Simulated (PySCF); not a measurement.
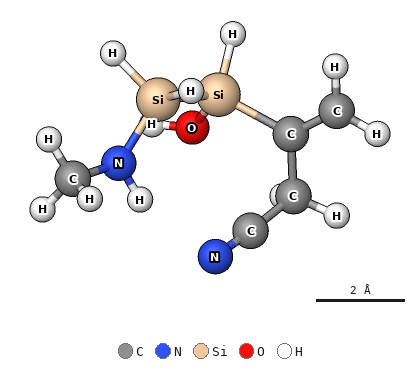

Fig. 1: The structure as given in the input (ball-and-stick view, seen at a tilt).

**NMR shielding calculation, with input and output: C5H12N2OSi2**

C5H12N2OSi2, SMILES C=C(CC#N)[Si@@H](O)[SiH2]NC, computed with GIAO PBE0/pcSseg-1 NMR shielding, non-relativistic, gas phase (PySCF 2.14.0).

The geometry comes from this level: GFN2-xTB. It belongs to a series of runs on one base structure; here: H on C replaced by CH2CN. Figures and captions count atoms from 1; the log counts them from 0 in places.

### Log
```
coarse grid: 19328 points
cycle   1  E = -960.5081728004  dE =  1.211e+00  |g| = 8.760e-01  |ddm| = 4.298e+00
cycle   2  E = -960.2251532537  dE =  2.830e-01  |g| = 1.471e+00  |ddm| = 2.098e+00
cycle   3  E = -960.6537159723  dE = -4.286e-01  |g| = 2.077e-01  |ddm| = 1.488e+00
cycle   4  E = -960.6607906947  dE = -7.075e-03  |g| = 1.121e-01  |ddm| = 1.971e-01
cycle   5  E = -960.6633357581  dE = -2.545e-03  |g| = 2.631e-02  |ddm| = 9.711e-02
cycle   6  E = -960.6634876745  dE = -1.519e-04  |g| = 5.721e-03  |ddm| = 2.765e-02
cycle   7  E = -960.6634957457  dE = -8.071e-06  |g| = 1.748e-03  |ddm| = 7.099e-03
final grid: 177552 points
cycle   8  E = -960.7282233208  dE = -3.658e-05  |g| = 1.048e-02  |ddm| = 3.147e-02
cycle   9  E = -960.7282041929  dE =  1.913e-05  |g| = 1.432e-02  |ddm| = 2.149e-02
cycle  10  E = -960.7282473719  dE = -4.318e-05  |g| = 1.514e-03  |ddm| = 1.300e-02
cycle  11  E = -960.7282478515  dE = -4.796e-07  |g| = 3.821e-04  |ddm| = 1.499e-03
cycle  12  E = -960.7282478729  dE = -2.142e-08  |g| = 2.462e-04  |ddm| = 4.419e-04
cycle  13  E = -960.7282478852  dE = -1.226e-08  |g| = 5.965e-05  |ddm| = 1.756e-04
cycle  14  E = -960.7282478859  dE = -7.078e-10  |g| = 2.055e-05  |ddm| = 5.171e-05
```

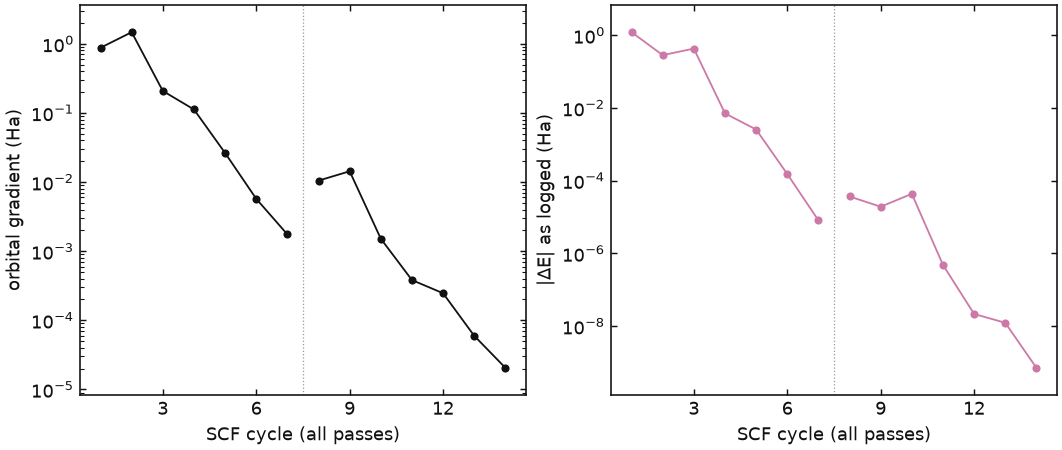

Fig. 2: Convergence of the self-consistent field: orbital gradient and size of the energy change against the SCF cycle. The dotted line marks the change from a coarse to the final integration grid. The first 7 cycles use a coarse grid, the final grid takes over at cycle 8, and the field converges after 14 cycles in all.

```
converged SCF energy = -960.7282478859

GIAO shielding tensors (ppm)
atom      isotropic    diamagn.    paramagn.     s11        s22        s33       span
  0 C       51.265     252.000    -200.735    -66.777     66.103    154.469    221.246
  1 C       35.097     266.567    -231.469    -82.657     31.495    156.454    239.110
  2 C      159.967     250.385     -90.418    145.243    160.039    174.618     29.375
  3 C       59.327     265.924    -206.597    -56.831    -52.708    287.521    344.352
  4 N      -25.214     341.685    -366.899   -192.759   -172.067    289.184    481.943
  5 Si     365.814     883.333    -517.519    319.897    345.199    432.347    112.450
  6 O      327.467     392.547     -65.081    273.139    319.455    389.806    116.667
  7 Si     405.641     884.710    -479.070    358.152    374.979    483.791    125.639
  8 N      262.427     330.460     -68.033    229.734    244.396    313.152     83.418
  9 C      151.849     239.798     -87.949    129.393    138.500    187.653     58.259
 10 H       25.502      30.120      -4.619     21.622     24.997     29.885      8.263
 11 H       25.987      31.993      -6.006     22.574     24.657     30.729      8.155
 12 H       27.850      28.980      -1.131     24.507     26.781     32.261      7.754
 13 H       28.831      28.898      -0.067     24.651     27.524     34.319      9.668
 14 H       26.118      31.354      -5.236     22.957     24.363     31.036      8.079
 15 H       30.847      34.492      -3.645     22.542     25.398     44.601     22.058
 16 H       26.964      32.237      -5.273     23.838     25.275     31.779      7.940
 17 H       27.018      32.547      -5.529     24.195     24.624     32.237      8.042
 18 H       30.391      40.125      -9.735     18.176     28.692     44.304     26.127
 19 H       28.763      27.441       1.322     23.422     26.837     36.030     12.608
 20 H       29.268      27.943       1.326     25.071     27.286     35.449     10.378
 21 H       28.731      27.360       1.371     23.376     26.484     36.332     12.956
```

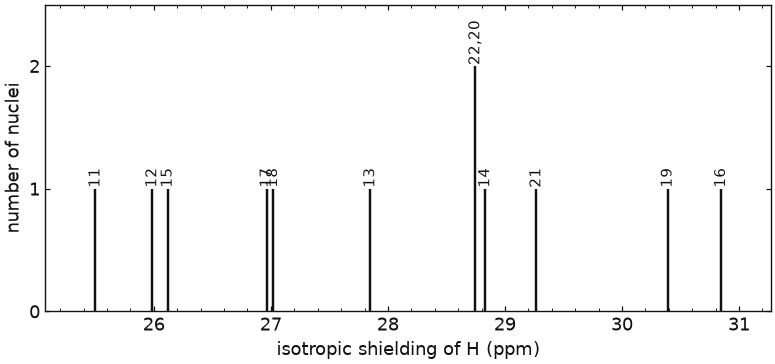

Fig. 3: Isotropic shieldings of the hydrogen nuclei in this fixed geometry, labelled by atom number; shielding grows to the right, so chemical shift grows to the left. The least shielded is H11 (25.5 ppm), the most shielded H16 (30.8 ppm).

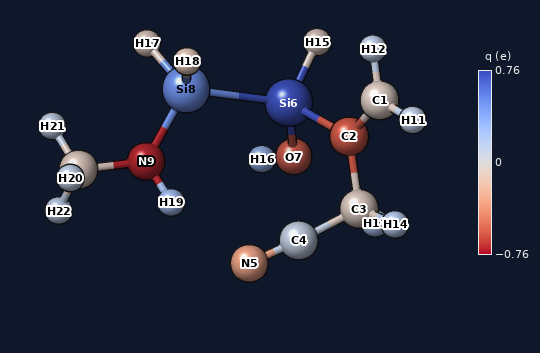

Fig. 4: Mulliken charges, as the colour of each atom (ball-and-stick view, seen on its broad side; atoms are numbered from 1 in the order of the input). By element: C −0.57 to +0.09, N −0.71 to −0.31, Si +0.47 to +0.72, O −0.56 and H −0.11 to +0.25 e.

This output came from the following input.

### Input
```
{"job": {"kind": "nmr", "xc": "PBE0", "basis": "pcSseg-1"}, "charge": 0, "multiplicity": 1}
C     -2.111886     2.036442    -1.456343
C     -1.868948     0.921624    -0.785347
C     -2.423033    -0.398840    -1.269336
C     -1.333584    -1.278394    -1.582804
N     -0.432102    -1.945987    -1.812156
Si    -0.766682     0.858509     0.755181
O     -1.367129    -0.469492     1.502828
Si     1.484123     0.739758     0.316247
N      1.882851    -0.915395     0.093562
C      3.237434    -1.380331    -0.095434
H     -2.711425     2.065163    -2.355203
H     -1.724485     2.982551    -1.118357
H     -3.005545    -0.860634    -0.466717
H     -3.055185    -0.275125    -2.153969
H     -1.134766     2.026842     1.570698
H     -0.888572    -0.899100     2.204903
H      2.312750     1.150948     1.463202
H      1.870890     1.653033    -0.780301
H      1.232241    -1.486902    -0.431775
H      3.570994    -1.287742    -1.134056
H      3.904716    -0.789347     0.528933
H      3.316931    -2.428195     0.199904
```

The first line tells a small driver script what to run in PySCF; the rest is the geometry in Å.

Command:
```bash
OMP_NUM_THREADS=1 python <driver script> task.json out
```

### Key numbers

- outcome: converged
- total energy: −960.728248 hartree
- HOMO: −6.52 eV
- LUMO: −0.81 eV
- dipole moment: 2.04 D
- isotropic shielding, C: 35.1 to 160.0 ppm
- isotropic shielding, N: −25.2 to 262.4 ppm
- isotropic shielding, Si: 365.8 to 405.6 ppm
- isotropic shielding, O: 327.5 ppm
- isotropic shielding, H: 25.5 to 30.8 ppm
- hardware: 1 CPU thread, shared host
- wall time: 2.9 min
- peak memory: 1.1 GiB
